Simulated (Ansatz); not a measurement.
**CCSD(T)/def2-SVP (core potential) run of InNH4 (SMILES [NH2][InH2])**

Aim: the vertical singlet–triplet gap of InNH4 at CCSD(T)/def2-SVP (core potential), from 2 runs. 

The calculation is run with Ansatz 0.2.0.

47 further runs of the same task are left out: 47 set aside as unsound or not needed.

## Step 1: The system as given

The species is InNH4 (6 atoms), meant as a singlet with charge 0. As SMILES, `[NH2][InH2]`. The coordinates come from a PBE0-D4/def2-TZVP relaxation.

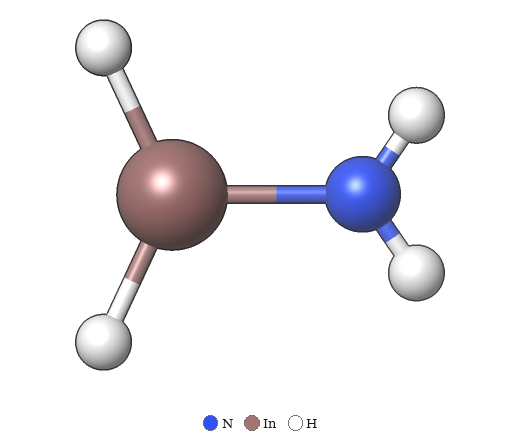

The structure, seen from a chosen angle (nitrogen blue, indium brown, hydrogen white).

## Step 2: The energy at CCSD(T)/def2-SVP (core potential)

job.yaml reads:

```yaml
crystal:
  periodic: [false, false, false]
  atoms:
    - {symbol: N, position_ang: [-0.092200, -1.060500, 0.036600]}
    - {symbol: In, position_ang: [0.095300, 0.935900, -0.048300]}
    - {symbol: H, position_ang: [-0.598000, -1.552900, 0.753400]}
    - {symbol: H, position_ang: [0.311900, -1.697300, -0.629300]}
    - {symbol: H, position_ang: [1.012500, 1.520500, -1.370700]}
    - {symbol: H, position_ang: [-0.687400, 1.790300, 1.212100]}
basis:
  gaussian:
    orbitals: def2-SVP
correlation:
  method: ccsd_t
  frozen_orbitals: {H: 0, In: 4, "N": 1}
accuracy: high
scf:
  omitted_lower_state_checks: [cluster_reference, increment]
```

Run with:

```console
$ ansatz run job.yaml --threads 1 --pin off --max-ram 3480MiB --events-out events.jsonl --progress --plain --runs-dir runs
```

Log:

```text
Warning: RAYON_NUM_THREADS=1 ignored (pool sized by the plan → 1); use --threads N
Functional definition: HF
  name "HF"
  exchange = exact_x
  correlation = 0
these checks for a lower state are left out or cut short: cluster_reference, increment
1456 factors; integrals over basis functions are off by at most 3.0e-9 eV
mean field evaluation 1: about -6688.8924 eV, gradient 3.4e1 eV
mean field evaluation 2: about -6688.9065 eV, gradient 3.4e1 eV
mean field evaluation 4: about -6691.6120 eV, gradient 2.1e0 eV
mean field evaluation 8: about -6691.6323 eV, gradient 2.8e-4 eV
mean field -6691.63229783 eV, -245.9129511941 hartree, gradient 1.8e-8 eV, S^2 0.000000; 0 other end points of the search recorded, 0 dependent functions left out
5 core orbitals not correlated: weight in the atoms' cores, before any rotation towards them, 1.000 or more for the frozen orbitals, at most 0.000 for the correlated occupied ones
reference -6691.63229783 eV, -245.9129511941 hartree; 11, 11 occupied and 44, 44 virtual orbitals, 1456 factors
second order -7.45575096 eV of doubles, -0.00000000 eV of singles
cycle   1  -7.85126644 eV  change   -4.0e-1 eV  update   8.3e-2
cycle   2  -8.11355961 eV  change   -2.6e-1 eV  update   2.8e-2
cycle   3  -8.19495252 eV  change   -8.1e-2 eV  update   1.9e-2
cycle   4  -8.19384360 eV  change    1.1e-3 eV  update   6.6e-3
cycle   5  -8.19187212 eV  change    2.0e-3 eV  update   3.1e-3
cycle   6  -8.19198343 eV  change   -1.1e-4 eV  update   9.7e-4
cycle   7  -8.19180070 eV  change    1.8e-4 eV  update   2.7e-4
cycle   8  -8.19182273 eV  change   -2.2e-5 eV  update   8.0e-5
cycle   9  -8.19184310 eV  change   -2.0e-5 eV  update   2.2e-5
cycle  10  -8.19183721 eV  change    5.9e-6 eV  update   7.4e-6
cycle  11  -8.19184064 eV  change   -3.4e-6 eV  update   2.6e-6
cycle  12  -8.19184142 eV  change   -7.8e-7 eV  update   7.1e-7
cycle  13  -8.19184207 eV  change   -6.5e-7 eV  update   2.8e-7
cycle  14  -8.19184212 eV  change   -4.9e-8 eV  update   8.7e-8
cycle  15  -8.19184207 eV  change    5.2e-8 eV  update   3.4e-8
cycle  16  -8.19184204 eV  change    2.3e-8 eV  update   2.3e-8
cycle  17  -8.19184193 eV  change    1.1e-7 eV  update   1.0e-7
cycle  18  -8.19184197 eV  change   -3.4e-8 eV  update   2.8e-8
cycle  19  -8.19184197 eV  change   -6.2e-9 eV  update   8.8e-9
cycle  20  -8.19184198 eV  change   -3.8e-9 eV  update   2.4e-9
cycle  21  -8.19184198 eV  change   -1.3e-9 eV  update  6.9e-10
perturbative correction -0.22460180 eV, -0.0082539638 hartree
Total energy: -6700.04874161 eV, -246.2222497980 hartree
Checks for a lower state left out: cluster_reference, increment
```

Run time: 9.3 s. Hardware: 1 thread of Arm Neoverse N1, shared host; peak memory 0.24 GiB.

## Step 3: The triplet

in.yaml reads:

```yaml
crystal:
  periodic: [false, false, false]
  atoms:
    - {symbol: "N", position_ang: [-0.092200, -1.060500, 0.036600]}
    - {symbol: In, position_ang: [0.095300, 0.935900, -0.048300]}
    - {symbol: H, position_ang: [-0.598000, -1.552900, 0.753400]}
    - {symbol: H, position_ang: [0.311900, -1.697300, -0.629300]}
    - {symbol: H, position_ang: [1.012500, 1.520500, -1.370700]}
    - {symbol: H, position_ang: [-0.687400, 1.790300, 1.212100]}
basis:
  gaussian:
    orbitals: def2-SVP
scf:
  omitted_lower_state_checks: [cluster_reference, increment]
magnetization:
  spin_polarized: true
  initial_magnetization: 2
accuracy: high
correlation:
  method: ccsd_t
  frozen_orbitals: {H: 0, In: 4, "N": 1}
```

Run with:

```console
$ ansatz run in.yaml --threads 1 --pin off --max-ram 3480MiB --events-out events.jsonl --progress --plain --runs-dir runs
```

Log:

```text
Warning: RAYON_NUM_THREADS=1 ignored (pool sized by the plan → 1); use --threads N
[... 4 set-up lines as earlier in the session ...]
these checks for a lower state are left out or cut short: cluster_reference, increment
1456 factors; integrals over basis functions are off by at most 3.0e-9 eV
mean field evaluation 1: about -6679.2843 eV, gradient 2.9e1 eV
mean field evaluation 2: about -6679.3007 eV, gradient 2.9e1 eV
mean field evaluation 4: about -6685.5212 eV, gradient 1.3e1 eV
mean field evaluation 8: about -6687.0337 eV, gradient 4.4e-1 eV
mean field evaluation 16: about -6688.2653 eV, gradient 9.2e-3 eV
mean field evaluation 32: about -6685.7055 eV, gradient 3.4e0 eV
mean field evaluation 64: about -6679.2855 eV, gradient 2.9e1 eV
mean field evaluation 96: about -6687.0309 eV, gradient 4.6e-8 eV
mean field -6688.26182626 eV, -245.7890886485 hartree, gradient 9.1e-8 eV, S^2 2.035110; 6 other end points of the search recorded, 0 dependent functions left out
5 core orbitals not correlated: weight in the atoms' cores, before any rotation towards them, 1.000 or more for the frozen orbitals, at most 0.000 for the correlated occupied ones
reference -6688.26182626 eV, -245.7890886485 hartree; 12, 10 occupied and 43, 45 virtual orbitals, 1456 factors
second order -6.35378482 eV of doubles, -0.00000000 eV of singles
cycle   1  -7.02257762 eV  change   -6.7e-1 eV  update   6.8e-2
cycle   2  -7.31025315 eV  change   -2.9e-1 eV  update   2.7e-2
cycle   3  -7.35283035 eV  change   -4.3e-2 eV  update   1.1e-2
cycle   4  -7.35406365 eV  change   -1.2e-3 eV  update   4.6e-3
cycle   5  -7.35534536 eV  change   -1.3e-3 eV  update   1.6e-3
cycle   6  -7.35554667 eV  change   -2.0e-4 eV  update   4.9e-4
cycle   7  -7.35561874 eV  change   -7.2e-5 eV  update   2.0e-4
cycle   8  -7.35567970 eV  change   -6.1e-5 eV  update   8.9e-5
cycle   9  -7.35567577 eV  change    3.9e-6 eV  update   4.0e-5
cycle  10  -7.35566664 eV  change    9.1e-6 eV  update   1.7e-5
cycle  11  -7.35566594 eV  change    7.0e-7 eV  update   8.4e-6
cycle  12  -7.35566601 eV  change   -7.3e-8 eV  update   4.1e-6
cycle  13  -7.35566593 eV  change    7.8e-8 eV  update   2.5e-6
cycle  14  -7.35566439 eV  change    1.5e-6 eV  update   1.6e-6
cycle  15  -7.35566412 eV  change    2.8e-7 eV  update   8.9e-7
cycle  16  -7.35566427 eV  change   -1.5e-7 eV  update   4.3e-7
cycle  17  -7.35566434 eV  change   -7.1e-8 eV  update   2.1e-7
cycle  18  -7.35566432 eV  change    2.6e-8 eV  update   1.1e-7
cycle  19  -7.35566426 eV  change    6.0e-8 eV  update   5.4e-8
cycle  20  -7.35566425 eV  change    3.6e-9 eV  update   3.3e-8
cycle  21  -7.35566425 eV  change    5.9e-9 eV  update   2.3e-8
cycle  22  -7.35566432 eV  change   -7.1e-8 eV  update   7.0e-8
cycle  23  -7.35566433 eV  change   -1.6e-8 eV  update   2.6e-8
cycle  24  -7.35566434 eV  change   -3.8e-9 eV  update   1.2e-8
cycle  25  -7.35566434 eV  change   -2.5e-9 eV  update   7.1e-9
cycle  26  -7.35566434 eV  change   -1.6e-9 eV  update   4.5e-9
cycle  27  -7.35566434 eV  change  -7.5e-10 eV  update   2.9e-9
cycle  28  -7.35566434 eV  change   5.9e-10 eV  update   1.5e-9
perturbative correction -0.17123929 eV, -0.0062929278 hartree
Total energy: -6695.78872990 eV, -246.0656972550 hartree
Checks for a lower state left out: cluster_reference, increment
```

It took 37 s on 1 thread of Arm Neoverse N1, shared host; peak memory 0.41 GiB.

## Step 4: Summary of results

Level: CCSD(T)/def2-SVP (core potential), 5 core orbitals frozen.

| quantity | value |
| --- | --- |
| singlet: total energy | -246.22225 Eh |
| singlet: correlation energy (5 core orbitals frozen) | -309.3 mEh |
| singlet: (T) correction | -8.25 mEh |
| singlet: T1 diagnostic | 0.015 |
| triplet: total energy | -246.06570 Eh |
| triplet: correlation energy (5 core orbitals frozen) | -276.6 mEh |
| triplet: (T) correction | -6.29 mEh |
| triplet: ⟨S²⟩ of the reference determinant | 2.035 |
| triplet: T1 diagnostic | 0.011 |
| vertical energy of the triplet above the singlet | 4.260 eV |

What this shows: At this shape the triplet lies 4.26 eV (98 kcal/mol) above the singlet. The triples (singlet) make up 2.7 % of the correlation energy. The triples (triplet) make up 2.3 % of the correlation energy.
